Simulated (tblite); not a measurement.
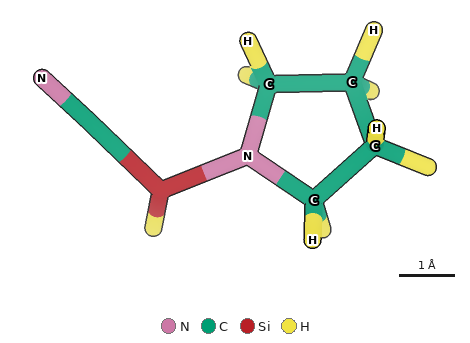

The structure as given in the input (stick view, seen on its broad side).

**Geometry relaxation, with input and output: C$_{5}$H$_{9}$N$_{2}$Si (charge −1)**

The run: geometry relaxation of C$_{5}$H$_{9}$N$_{2}$Si, charge −1, SMILES N#C[SiH-]N1CCCC1. Method and program: GFN2-xTB geometry optimisation, gas phase (tblite 0.8.0).

**Input file**
```
{"job": {"xc": "GFN2-xTB", "basis": "xTB", "kind": "relax"}, "charge": -1, "multiplicity": 1}
N      4.364300     0.848000     0.122400
C      3.467600     0.117400    -0.046500
Si     2.060800    -1.084400    -0.297200
N      0.503900    -0.335000    -0.289100
C      0.128900     0.756900     0.629300
C     -1.390500     0.893400     0.546400
C     -1.769400     0.106500    -0.684700
C     -0.726800    -0.997300    -0.702500
H      2.027300    -2.158600     0.724900
H      0.601300     1.689100     0.296900
H      0.430400     0.567400     1.657200
H     -1.847400     0.439800     1.439200
H     -1.716700     1.937900     0.498500
H     -2.788700    -0.281200    -0.629900
H     -1.686600     0.740200    -1.573900
H     -1.010600    -1.798700     0.007200
H     -0.655000    -1.429400    -1.708200
```

The first line tells a small driver script what to run in tblite; the rest is the geometry in Å.

Launched with:
```bash
OMP_NUM_THREADS=1 python <driver script> task.json out
```

**The program's output**
```
step      E/eV     max force
  0    -625.20618    1.836
  1    -625.32504    1.174
  2    -625.41214    0.936
  3    -625.51559    1.096
  4    -625.55891    1.390
  5    -625.56434    1.798
  6    -625.59045    0.433
  7    -625.59964    0.403
  8    -625.61222    0.589
  9    -625.61796    0.369
 10    -625.62193    0.174
 11    -625.62495    0.272
 12    -625.62911    0.391
 13    -625.63285    0.348
 14    -625.63593    0.151
 15    -625.63781    0.097
 16    -625.63918    0.167
 17    -625.64077    0.196
 18    -625.64245    0.143
 19    -625.64418    0.099
 20    -625.64616    0.150
 21    -625.64875    0.253
 22    -625.65206    0.276
 23    -625.65548    0.174
 24    -625.65820    0.112
 25    -625.65995    0.134
 26    -625.66122    0.133
 27    -625.66222    0.077
 28    -625.66309    0.081
 29    -625.66403    0.136
 30    -625.66498    0.137
 31    -625.66566    0.069
 32    -625.66605    0.048
 33    -625.66633    0.055
 34    -625.66663    0.071
 35    -625.66695    0.052
 36    -625.66728    0.044
 37    -625.66764    0.047
 38    -625.66808    0.071
 39    -625.66856    0.062
 40    -625.66904    0.062
 41    -625.66953    0.073
 42    -625.67011    0.072
 43    -625.67079    0.071
 44    -625.67140    0.060
 45    -625.67183    0.042
 46    -625.67214    0.044
 47    -625.67248    0.049
 48    -625.67289    0.050
 49    -625.67325    0.038
 50    -625.67347    0.033
 51    -625.67364    0.031
 52    -625.67381    0.034
 53    -625.67401    0.033
 54    -625.67426    0.046
 55    -625.67457    0.055
 56    -625.67501    0.057
 57    -625.67564    0.061
 58    -625.67640    0.064
 59    -625.67717    0.078
 60    -625.67802    0.092
 61    -625.67921    0.118
 62    -625.68009    0.143
 63    -625.68216    0.098
 64    -625.68375    0.092
 65    -625.68463    0.062
 66    -625.68525    0.064
 67    -625.68624    0.070
 68    -625.68706    0.071
 69    -625.68790    0.072
 70    -625.68842    0.071
 71    -625.68885    0.048
 72    -625.68928    0.058
 73    -625.68976    0.041
 74    -625.69013    0.033
 75    -625.69029    0.038
 76    -625.69043    0.031
 77    -625.69068    0.048
 78    -625.69102    0.054
 79    -625.69138    0.045
 80    -625.69168    0.041
 81    -625.69189    0.035
 82    -625.69214    0.037
 83    -625.69233    0.037
 84    -625.69251    0.026
 85    -625.69265    0.027
 86    -625.69279    0.027
 87    -625.69293    0.028
 88    -625.69307    0.028
 89    -625.69321    0.028
 90    -625.69336    0.027
 91    -625.69354    0.040
 92    -625.69376    0.045
 93    -625.69408    0.037
 94    -625.69448    0.041
 95    -625.69490    0.045
 96    -625.69529    0.050
 97    -625.69558    0.052
 98    -625.69581    0.031
 99    -625.69600    0.030
100    -625.69613    0.027
101    -625.69622    0.025
102    -625.69631    0.023
103    -625.69639    0.017
104    -625.69643    0.021
105    -625.69646    0.011
106    -625.69648    0.011
107    -625.69650    0.020
108    -625.69654    0.017
109    -625.69657    0.013
110    -625.69660    0.011
111    -625.69662    0.014
112    -625.69664    0.016
113    -625.69667    0.014
114    -625.69671    0.013
115    -625.69674    0.013
116    -625.69678    0.013
117    -625.69681    0.014
118    -625.69684    0.011
119    -625.69686    0.009
120    -625.69688    0.011
121    -625.69689    0.011
122    -625.69690    0.009
123    -625.69692    0.009
124    -625.69694    0.015
125    -625.69697    0.012
126    -625.69700    0.013
127    -625.69704    0.013
128    -625.69710    0.019
129    -625.69718    0.033
130    -625.69726    0.041
131    -625.69735    0.041
132    -625.69747    0.035
133    -625.69763    0.026
134    -625.69780    0.030
135    -625.69794    0.027
136    -625.69803    0.021
137    -625.69811    0.017
138    -625.69820    0.015
139    -625.69825    0.016
140    -625.69827    0.010
141    -625.69829    0.010
142    -625.69830    0.020
143    -625.69831    0.007
144    -625.69831    0.005
145    -625.69832    0.004
146    -625.69832    0.002
```

**Trajectory as extended XYZ (Å, eV, eV/Å), 12 frames, from step=0 to step=146**
```
17
Properties=species:S:1:pos:R:3:forces:R:3 step=0 energy=-625.20618
N     4.3643    0.8480    0.1224   -0.3510  -0.5350  -0.5230
C     3.4676    0.1174   -0.0465   -0.8600  -0.0750   1.0070
Si    2.0608   -1.0844   -0.2972    1.1310  -0.3800  -1.1310
N     0.5039   -0.3350   -0.2891   -1.5560   0.9400   0.2570
C     0.1289    0.7569    0.6293    0.1040  -0.5340  -0.7660
C    -1.3905    0.8934    0.5464   -0.2290   0.2320   0.6210
C    -1.7694    0.1065   -0.6847   -0.3630   0.0150  -0.1800
C    -0.7268   -0.9973   -0.7025    1.0490   0.4080   0.0560
H     2.0273   -2.1586    0.7249    0.2210   0.3520   0.3770
H     0.6013    1.6891    0.2969    0.2440  -0.0340  -0.0120
H     0.4304    0.5674    1.6572    0.2390  -0.0600   0.3140
H    -1.8474    0.4398    1.4392    0.0060   0.0660  -0.1520
H    -1.7167    1.9379    0.4985    0.0310  -0.0550   0.0270
H    -2.7887   -0.2812   -0.6299   -0.0780  -0.0320  -0.0580
H    -1.6866    0.7402   -1.5739    0.0970  -0.1350   0.0220
H    -1.0106   -1.7987    0.0072   -0.0440  -0.0730  -0.0480
H    -0.6550   -1.4294   -1.7082    0.3590  -0.1000   0.1910
17
Properties=species:S:1:pos:R:3:forces:R:3 step=13 energy=-625.63285
N     4.2583    0.7315    0.0797   -0.2010  -0.0880   0.0290
C     3.2732    0.1095    0.0630    0.2780   0.2070  -0.0300
Si    2.0188   -1.1285   -0.4581   -0.0830  -0.0980   0.0250
N     0.4822   -0.2713   -0.3241    0.0960  -0.0750  -0.0970
C     0.1425    0.7544    0.6236    0.1110  -0.0710  -0.0490
C    -1.3909    0.8986    0.5626    0.0670   0.0010   0.0010
C    -1.7770    0.1037   -0.6859    0.0210  -0.0300   0.0250
C    -0.6884   -0.9728   -0.7004   -0.0050  -0.0060   0.0020
H     2.0676   -2.0057    0.7796   -0.0610   0.0370   0.0250
H     0.6517    1.6831    0.3211   -0.0240   0.0330   0.0640
H     0.4748    0.5298    1.6547   -0.0540  -0.0200  -0.0200
H    -1.8430    0.4444    1.4474   -0.0330  -0.0100   0.0110
H    -1.7031    1.9423    0.5141   -0.0390   0.0410  -0.0020
H    -2.7899   -0.3008   -0.6399   -0.0250   0.0080  -0.0100
H    -1.6760    0.7288   -1.5765   -0.0220  -0.0220   0.0240
H    -0.9727   -1.7928    0.0089    0.0320   0.0680  -0.0250
H    -0.5349   -1.4421   -1.6795   -0.0580   0.0250   0.0270
17
Properties=species:S:1:pos:R:3:forces:R:3 step=26 energy=-625.66122
N     4.2088    0.7781    0.0895    0.0940   0.0250  -0.0190
C     3.2609    0.1099    0.0380   -0.1320  -0.0070  -0.0120
Si    2.0038   -1.1600   -0.4319    0.0950   0.0100   0.0170
N     0.5011   -0.2273   -0.4400   -0.0010   0.0020   0.0210
C     0.1717    0.7180    0.5969   -0.0230   0.0150   0.0050
C    -1.3633    0.8929    0.5579   -0.0010   0.0080  -0.0070
C    -1.7783    0.1009   -0.6827   -0.0130   0.0000   0.0280
C    -0.6797   -0.9598   -0.7319    0.0100   0.0010  -0.0030
H     1.9614   -1.8882    0.8991   -0.0500   0.0110   0.0020
H     0.6942    1.6636    0.3965    0.0250  -0.0190   0.0060
H     0.4808    0.3861    1.6058    0.0020  -0.0210  -0.0120
H    -1.8165    0.4481    1.4497    0.0100   0.0330  -0.0280
H    -1.6676    1.9411    0.5076    0.0290  -0.0120   0.0070
H    -2.7863   -0.3134   -0.6123   -0.0120   0.0090  -0.0100
H    -1.7035    0.7283   -1.5749   -0.0390  -0.0240   0.0370
H    -0.8978   -1.7497    0.0253   -0.0510  -0.0330  -0.0150
H    -0.5968   -1.4565   -1.7026    0.0580   0.0020  -0.0170
17
Properties=species:S:1:pos:R:3:forces:R:3 step=39 energy=-625.66856
N     4.2162    0.7843    0.0624   -0.0230  -0.0080  -0.0050
C     3.2479    0.1418    0.0351    0.0590   0.0190  -0.0050
Si    2.0116   -1.1538   -0.4094   -0.0550  -0.0100   0.0060
N     0.5024   -0.2279   -0.4538    0.0070  -0.0170   0.0090
C     0.1779    0.6947    0.6028    0.0240   0.0030  -0.0180
C    -1.3509    0.8964    0.5532   -0.0030   0.0110  -0.0060
C    -1.7822    0.0952   -0.6762   -0.0020  -0.0300  -0.0090
C    -0.6773   -0.9597   -0.7512    0.0140  -0.0170   0.0150
H     1.9043   -1.8313    0.9440    0.0400  -0.0180   0.0160
H     0.7259    1.6294    0.4298    0.0100   0.0340   0.0190
H     0.4704    0.3314    1.6069   -0.0100  -0.0310  -0.0210
H    -1.8127    0.4794    1.4518   -0.0280   0.0060   0.0090
H    -1.6311    1.9483    0.4844   -0.0020   0.0400  -0.0040
H    -2.7840   -0.3275   -0.5795   -0.0280  -0.0110  -0.0140
H    -1.7397    0.7183   -1.5718   -0.0190   0.0130   0.0070
H    -0.8973   -1.7642   -0.0088    0.0070  -0.0180   0.0010
H    -0.5884   -1.4426   -1.7296    0.0060   0.0350   0.0000
17
Properties=species:S:1:pos:R:3:forces:R:3 step=53 energy=-625.67401
N     4.2279    0.7857    0.0098   -0.0070  -0.0040  -0.0090
C     3.2586    0.1446    0.0079    0.0060  -0.0050  -0.0110
Si    2.0112   -1.1617   -0.3792    0.0290   0.0060  -0.0030
N     0.5059   -0.2317   -0.4388   -0.0050   0.0210  -0.0120
C     0.1710    0.6719    0.6281   -0.0220   0.0100   0.0160
C    -1.3518    0.9159    0.5430   -0.0070  -0.0020  -0.0100
C    -1.7916    0.0839   -0.6666   -0.0040   0.0160   0.0000
C    -0.6703   -0.9543   -0.7713   -0.0180   0.0030   0.0190
H     1.9429   -1.7996    0.9990   -0.0120   0.0080  -0.0200
H     0.7454    1.5990    0.5015    0.0100  -0.0210   0.0230
H     0.4215    0.2666    1.6280   -0.0090   0.0030   0.0030
H    -1.8442    0.5594    1.4526   -0.0020   0.0010  -0.0280
H    -1.5943    1.9744    0.4224    0.0130  -0.0210  -0.0010
H    -2.7820   -0.3609   -0.5401    0.0200  -0.0020  -0.0050
H    -1.7963    0.7015   -1.5671    0.0050   0.0010  -0.0040
H    -0.8867   -1.7922   -0.0675   -0.0040  -0.0190   0.0190
H    -0.5740   -1.3904   -1.7714    0.0050   0.0030   0.0230
17
Properties=species:S:1:pos:R:3:forces:R:3 step=66 energy=-625.68525
N     4.2802    0.7930   -0.1799   -0.0040  -0.0130   0.0040
C     3.3037    0.1683   -0.0937    0.0030   0.0440   0.0200
Si    2.0217   -1.1257   -0.3768   -0.0310   0.0060  -0.0020
N     0.5115   -0.1962   -0.3939   -0.0030  -0.0010  -0.0250
C     0.1238    0.6040    0.7314    0.0110  -0.0280  -0.0340
C    -1.3632    0.9677    0.5035    0.0130  -0.0100   0.0050
C    -1.7946    0.0753   -0.6713    0.0200  -0.0260   0.0020
C    -0.6435   -0.9343   -0.7662    0.0270  -0.0190   0.0320
H     1.9868   -1.7444    1.0080    0.0230   0.0110  -0.0130
H     0.7798    1.4799    0.7955   -0.0630  -0.0040  -0.0070
H     0.2156    0.0558    1.6940   -0.0270  -0.0130  -0.0110
H    -1.9552    0.7467    1.3960    0.0180   0.0160  -0.0030
H    -1.4902    2.0271    0.2731    0.0280  -0.0090  -0.0280
H    -2.7561   -0.4140   -0.5010   -0.0230   0.0270   0.0140
H    -1.8610    0.6491   -1.5975    0.0430   0.0360   0.0200
H    -0.8563   -1.7770   -0.0668   -0.0010  -0.0420  -0.0090
H    -0.5099   -1.3632   -1.7643   -0.0350   0.0250   0.0350
17
Properties=species:S:1:pos:R:3:forces:R:3 step=79 energy=-625.69138
N     4.3084    0.8028   -0.2597   -0.0380   0.0040   0.0100
C     3.3133    0.2121   -0.1434    0.0030  -0.0070   0.0060
Si    2.0313   -1.0952   -0.3712    0.0340   0.0120  -0.0270
N     0.5047   -0.1976   -0.3682    0.0170  -0.0130   0.0240
C     0.0918    0.5475    0.7817   -0.0060   0.0070   0.0150
C    -1.3558    0.9944    0.4839   -0.0140  -0.0010  -0.0240
C    -1.7988    0.0655   -0.6587   -0.0110  -0.0010  -0.0190
C    -0.6406   -0.9383   -0.7635   -0.0110   0.0110  -0.0010
H     2.0481   -1.6913    1.0204    0.0060  -0.0050   0.0120
H     0.7713    1.3884    0.9454    0.0100   0.0030  -0.0010
H     0.0913   -0.0686    1.7099   -0.0060   0.0010  -0.0380
H    -1.9943    0.8893    1.3638    0.0000  -0.0200   0.0200
H    -1.3887    2.0391    0.1705    0.0280   0.0110  -0.0030
H    -2.7566   -0.4233   -0.4671   -0.0010   0.0110   0.0310
H    -1.8797    0.6241   -1.5929   -0.0050   0.0060  -0.0050
H    -0.8462   -1.8021   -0.0870   -0.0110   0.0070  -0.0180
H    -0.5064   -1.3346   -1.7736    0.0060  -0.0260   0.0190
17
Properties=species:S:1:pos:R:3:forces:R:3 step=92 energy=-625.69376
N     4.2779    0.8488   -0.2420    0.0050   0.0200  -0.0030
C     3.2985    0.2309   -0.1400   -0.0120   0.0160   0.0090
Si    2.0407   -1.0962   -0.3777   -0.0170  -0.0410   0.0070
N     0.5028   -0.2192   -0.3645    0.0050   0.0150   0.0080
C     0.0938    0.5274    0.7845    0.0090   0.0060   0.0020
C    -1.3399    1.0050    0.4709    0.0010   0.0040   0.0240
C    -1.8005    0.0694   -0.6592    0.0010   0.0090   0.0120
C    -0.6497   -0.9457   -0.7658    0.0070   0.0090   0.0050
H     2.0796   -1.6893    1.0183   -0.0070  -0.0110  -0.0200
H     0.7889    1.3525    0.9653   -0.0010  -0.0130  -0.0120
H     0.0683   -0.0992    1.7050   -0.0080   0.0150  -0.0120
H    -1.9830    0.9233    1.3501   -0.0140   0.0060   0.0160
H    -1.3462    2.0472    0.1461    0.0300  -0.0130  -0.0100
H    -2.7578   -0.4075   -0.4381   -0.0020  -0.0200  -0.0220
H    -1.8970    0.6202   -1.5962    0.0040  -0.0080  -0.0110
H    -0.8707   -1.8082   -0.0934    0.0100  -0.0050   0.0170
H    -0.5127   -1.3474   -1.7732   -0.0120   0.0110  -0.0090
17
Properties=species:S:1:pos:R:3:forces:R:3 step=106 energy=-625.69648
N     4.1960    0.9360   -0.1990   -0.0060  -0.0030   0.0040
C     3.2573    0.2554   -0.1161    0.0090   0.0050  -0.0040
Si    2.0449   -1.1065   -0.4042    0.0000  -0.0010   0.0030
N     0.5017   -0.2430   -0.3619   -0.0010  -0.0010   0.0010
C     0.1056    0.5142    0.7841   -0.0040   0.0020  -0.0050
C    -1.3185    1.0161    0.4630   -0.0050  -0.0020  -0.0010
C    -1.7942    0.0745   -0.6570    0.0000  -0.0030  -0.0020
C    -0.6591   -0.9596   -0.7520    0.0040  -0.0020   0.0020
H     2.0993   -1.7508    0.9670   -0.0070  -0.0050  -0.0040
H     0.8164    1.3257    0.9608   -0.0010   0.0040  -0.0010
H     0.0652   -0.1072    1.7071   -0.0020  -0.0010  -0.0010
H    -1.9671    0.9644    1.3410    0.0040   0.0000   0.0010
H    -1.2961    2.0520    0.1198    0.0050  -0.0080  -0.0030
H    -2.7596   -0.3881   -0.4394    0.0020   0.0070   0.0080
H    -1.8757    0.6153   -1.6015   -0.0060  -0.0030   0.0000
H    -0.8893   -1.8104   -0.0663    0.0030   0.0020   0.0020
H    -0.5338   -1.3757   -1.7552    0.0060   0.0080   0.0000
17
Properties=species:S:1:pos:R:3:forces:R:3 step=119 energy=-625.69686
N     4.1854    0.9501   -0.2093    0.0040  -0.0020   0.0080
C     3.2547    0.2599   -0.1164    0.0000  -0.0020  -0.0030
Si    2.0468   -1.1076   -0.3982   -0.0010   0.0050   0.0010
N     0.5042   -0.2434   -0.3558   -0.0010   0.0020  -0.0010
C     0.1015    0.5043    0.7934   -0.0020  -0.0020  -0.0010
C    -1.3103    1.0250    0.4546   -0.0010   0.0040   0.0000
C    -1.7976    0.0690   -0.6485    0.0030   0.0020   0.0020
C    -0.6544   -0.9564   -0.7592    0.0000   0.0020   0.0000
H     2.0982   -1.7521    0.9724    0.0020  -0.0020  -0.0030
H     0.8180    1.3062    0.9909   -0.0040  -0.0050  -0.0030
H     0.0381   -0.1275    1.7084    0.0060  -0.0040  -0.0020
H    -1.9646    1.0088    1.3295   -0.0010   0.0010   0.0020
H    -1.2606    2.0512    0.0870   -0.0050   0.0010  -0.0080
H    -2.7526   -0.4016   -0.4038    0.0070  -0.0020   0.0010
H    -1.9090    0.6003   -1.5953   -0.0040   0.0000   0.0020
H    -0.8805   -1.8209   -0.0897    0.0000   0.0020   0.0020
H    -0.5244   -1.3531   -1.7697   -0.0020  -0.0010   0.0010
17
Properties=species:S:1:pos:R:3:forces:R:3 step=132 energy=-625.69747
N     4.1884    0.9487   -0.1541   -0.0110  -0.0150  -0.0010
C     3.2553    0.2584   -0.0922    0.0060   0.0040   0.0060
Si    2.0468   -1.1011   -0.4099    0.0110   0.0230  -0.0240
N     0.5060   -0.2300   -0.3725    0.0010  -0.0130   0.0090
C     0.1039    0.5075    0.7835   -0.0010  -0.0070   0.0070
C    -1.3037    1.0358    0.4446    0.0030  -0.0150  -0.0090
C    -1.8086    0.0566   -0.6300    0.0070   0.0030  -0.0100
C    -0.6510   -0.9511   -0.7677   -0.0050  -0.0010   0.0030
H     2.0882   -1.7692    0.9492   -0.0150   0.0040   0.0000
H     0.8218    1.3039    0.9923    0.0130   0.0140   0.0000
H     0.0356   -0.1357    1.6898   -0.0070   0.0030   0.0130
H    -1.9509    1.0549    1.3241   -0.0110  -0.0050   0.0120
H    -1.2427    2.0493    0.0453    0.0030   0.0070  -0.0030
H    -2.7447   -0.4315   -0.3479    0.0180   0.0100   0.0040
H    -1.9645    0.5758   -1.5769   -0.0100  -0.0070  -0.0120
H    -0.8577   -1.8242   -0.1034    0.0050  -0.0020  -0.0080
H    -0.5293   -1.3360   -1.7841   -0.0090  -0.0030   0.0100
17
Properties=species:S:1:pos:R:3:forces:R:3 step=146 energy=-625.69832
N     4.2002    0.9358   -0.0664    0.0000   0.0000   0.0010
C     3.2587    0.2546   -0.0478   -0.0010  -0.0020  -0.0010
Si    2.0484   -1.0810   -0.4457   -0.0020   0.0000   0.0000
N     0.5057   -0.2144   -0.3901    0.0010   0.0020   0.0010
C     0.1100    0.5222    0.7690    0.0000   0.0000   0.0010
C    -1.2995    1.0459    0.4334    0.0010   0.0010   0.0000
C    -1.8188    0.0412   -0.6103    0.0010   0.0010   0.0010
C    -0.6484   -0.9485   -0.7698    0.0020   0.0010   0.0010
H     2.0616   -1.8074    0.8848    0.0020   0.0010   0.0000
H     0.8276    1.3209    0.9726    0.0000  -0.0010  -0.0020
H     0.0459   -0.1190    1.6774    0.0000   0.0000   0.0010
H    -1.9381    1.0914    1.3188    0.0000  -0.0010   0.0000
H    -1.2371    2.0480    0.0059    0.0000   0.0010   0.0000
H    -2.7331   -0.4605   -0.2854   -0.0010   0.0000  -0.0020
H    -2.0211    0.5398   -1.5598   -0.0020  -0.0010   0.0000
H    -0.8308   -1.8280   -0.1072    0.0000  -0.0010   0.0000
H    -0.5381   -1.3289   -1.7891    0.0000   0.0010   0.0000
```

**Summary**

| quantity | value |
| --- | --- |
| outcome | converged |
| total energy | −625.6983 eV |
| hardware | 1 CPU thread, shared host |
| wall time | 0.81 s |
| peak memory | 0.18 GiB |
